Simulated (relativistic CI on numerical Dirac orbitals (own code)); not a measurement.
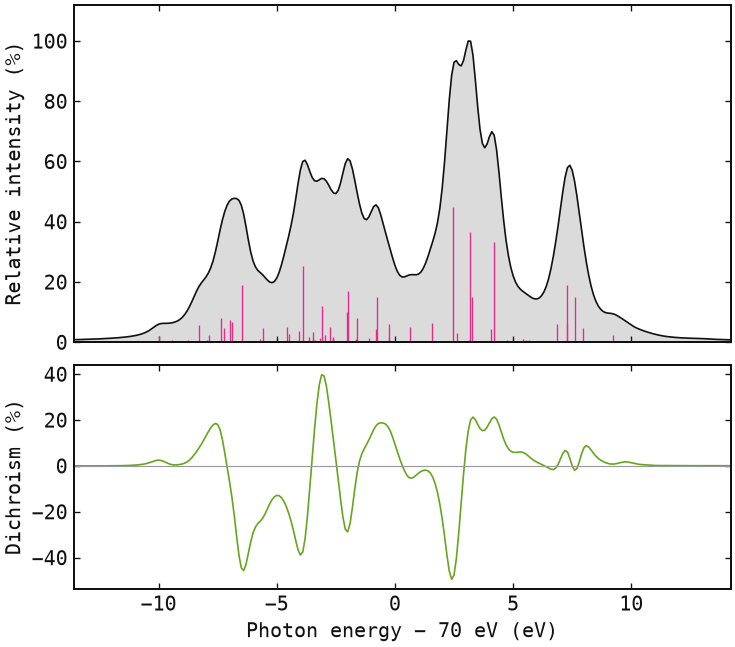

M₂,₃ X-ray absorption of Co²⁺ (cobalt, Z = 27), [Ar] 3d⁷, in a field of Oh symmetry with 10Dq = 27,750 cm⁻¹. Sticks are the strongest transitions, on a scale of their own. Multiplet model: relativistic Dirac–Coulomb–Breit theory, one configuration a step, Slater integrals scaled by 0.9, 300 K, Voigt broadening (Lorentzian 0.8 eV, Gaussian 0.3 eV full widths), computed with a radial Dirac CI code. Dichroism is for the ground state at zero temperature, magnetised by an exchange field of 10 meV on Sz.

Give the peaks, the centroid and the ground-state spin.

Answer. The main maxima lie at 63.2 eV (48), 66.2 eV (60), 66.9 eV (54), 68.0 eV (61), 69.2 eV (46), 72.6 eV (93), 73.1 eV (100), 74.1 eV (70) and 77.4 eV (59), heights in % of the largest; the centroid is at 70.3 eV. The ground state has S = 0.51. The circular dichroism (Δm = −1 less Δm = +1) is largest at 72.4 eV, −49 % of the isotropic maximum. The magnetised ground state has ⟨Lz⟩ = −0.07 and ⟨Sz⟩ = −0.50.

Caveat: free-ion energies, so absolute edge positions are off by a few eV from solids; core and valence shell share one n, so the strongest features autoionise and are far broader and can lie several eV off in experiment.
